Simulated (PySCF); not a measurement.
Molecule: Si(Me)(OEt)(NH2)2, C₃H₁₂N₂OSi, SMILES [Si](C)(OCC)(N)N. Atoms near the plane z = 1.5 Å, at the GFN2-xTB optimised geometry (x, y, z in Å): Si4 (0.0, -0.3, 0.0), C5 (-0.5, -1.1, 1.6), N6 (-0.6, 1.3, 0.0), N7 (1.8, -0.3, 0.0), H13 (0.0, -0.7, 2.5), H14 (-1.6, -1.0, 1.7), H15 (-0.4, -2.2, 1.5), H17 (-0.5, 1.9, 0.8), H19 (2.2, -1.1, 0.3).

Computed with PBE0/def2-SVP (PySCF 2.14.0). Cells within 0.4 Å of a nucleus heavier than hydrogen are left out (blank, or x). The values are rescaled to run from 0 to 1.

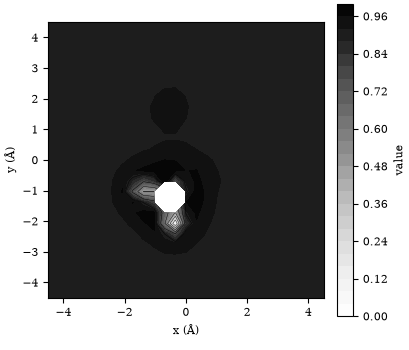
Figure. a field on the plane z = 1.5 Å.

Task: Which quantity is mapped?
(A) Laplacian of the electron density
(B) electron localisation function
(C) electrostatic potential
(D) an orbital amplitude

Result: A, Laplacian of the electron density. In full: Laplacian of the electron density (e/bohr⁵), clipped to [-1.50, 1.50].
